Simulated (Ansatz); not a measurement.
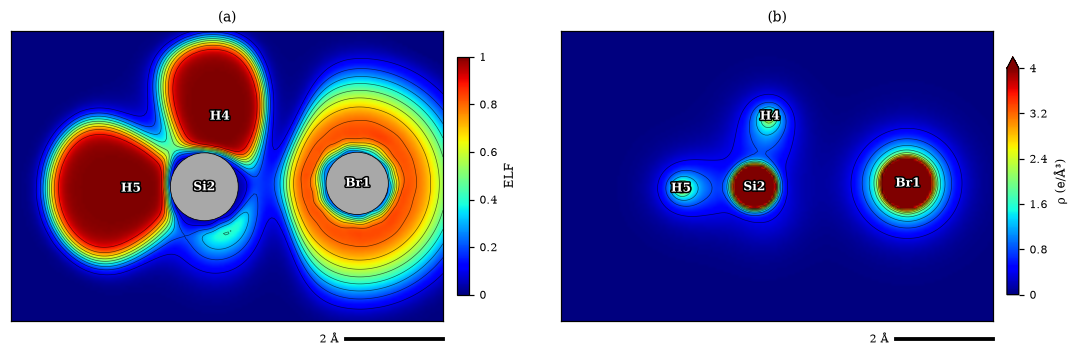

Figure. Br···SiH$_{4}$ (SMILES [Br-].[SiH4]) (charge −1). (a) ELF; (b) total electron density on the plane of atoms H4, Si2 and H5. Grey discs cover the atomic cores in the ELF map.

Geometry: PBE0-D4/def2-TZVP.

Level of theory: RKS PBE0-D4/def2-TZVPPD (Ansatz 0.2.0).

```xyz
6

Br   -0.1443    1.2625   -2.3923
Si    0.0235   -0.2057    0.3899
H     1.1483   -0.7934   -0.3733
H     0.1914    1.2214    0.7476
H     0.1046   -0.9153    1.7342
H    -1.3235   -0.5695   -0.1061
```

### Describe what can be read from this map.

- Atoms in the plane: Br, Si and H.
- Si2···Br1 (3.15 Å): the density falls to about 0.12 e/Å³ on the way; the ELF peaks at about 0.80 in the valence shell of Br, 1.1 Å from its nucleus, and is about 0.30 at the midpoint.
- Br1···H4 (3.16 Å): the density falls to about 0.08 e/Å³ on the way; the ELF dips to about 0.10 between them: a weak contact between the two molecules.
- Si–H (1.48 Å): the density is about 0.82 e/Å³ at the midpoint; the ELF climbs to about 1 towards the hydrogen, as it does in any bond to H.
- Si2···Br1 (3.15 Å): the density falls to about 0.12 e/Å³ on the way; the ELF peaks at about 0.80 in the valence shell of Br, 1.1 Å from its nucleus, and is about 0.30 at the midpoint.
